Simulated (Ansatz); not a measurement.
## Response to strain in Si

Base system: Si in the diamond structure (space group Fd-3m, No. 227; a = 5.4443 Å). Axes: x, y, z lie along the cube axes.

Strains are applied to the cell and any free atomic positions relax; under biaxial strain the out-of-plane vector relaxes too.

Level of theory: r2SCAN, PAW, 500 eV (Ansatz, a program for electronic structure; without spin-orbit coupling).

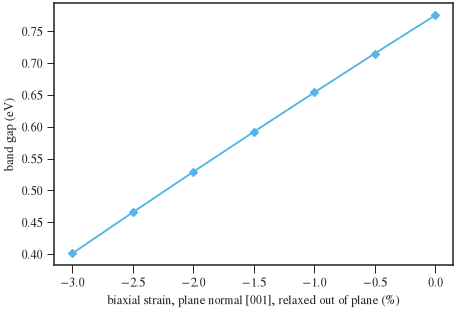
Fig. 1. Band gap against biaxial strain, plane normal [001], relaxed out of plane

```json
[
 {"biaxial strain, plane normal [001], relaxed out of plane (%)": "-3", "band gap": "0.40 eV"},
 {"biaxial strain, plane normal [001], relaxed out of plane (%)": "-2.5", "band gap": "0.47 eV"},
 {"biaxial strain, plane normal [001], relaxed out of plane (%)": "-2", "band gap": "0.53 eV"},
 {"biaxial strain, plane normal [001], relaxed out of plane (%)": "-1.5", "band gap": "0.59 eV"},
 {"biaxial strain, plane normal [001], relaxed out of plane (%)": "-1", "band gap": "0.65 eV"},
 {"biaxial strain, plane normal [001], relaxed out of plane (%)": "-0.5", "band gap": "0.72 eV"}
]
```

Whether these cells are dynamically stable was not tested.
